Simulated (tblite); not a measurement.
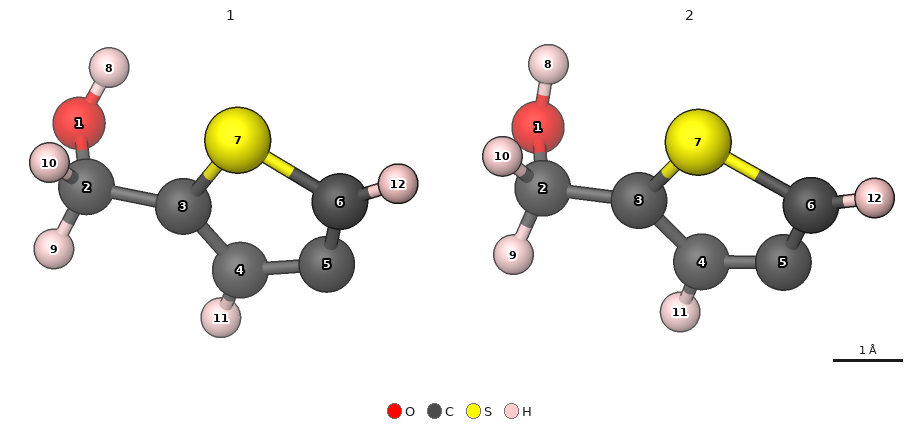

Two geometries of C$_{5}$H$_{5}$OS (multiplicity 2), drawn at one scale. One is the start of a relaxation, the other its converged end. A ball-and-stick model, seen at a tilt.

Method: tblite, GFN2-xTB geometry optimisation, gas phase. 

Question: Which of the two is the end point?

Answer: Structure 1 is the relaxed one. Over 44 geometry steps the energy falls by 23.8 kcal/mol. The atom that moves furthest after the best rigid fit is H12 (0.33 Å). By element the largest moves are H 0.33 Å, C 0.20 Å, O 0.11 Å, S 0.05 Å. Among the contacts that change: C6–S7 1.899 → 1.762 Å, C4–C5 1.317 → 1.399 Å, C3–S7 1.675 → 1.745 Å, C4–H11 1.129 → 1.073 Å. Bond angles that change, for instance: S7–C6–H12 132.8° → 119.0°, C5–C6–S7 95.0° → 108.7°, C2–C3–S7 130.1° → 120.1°.
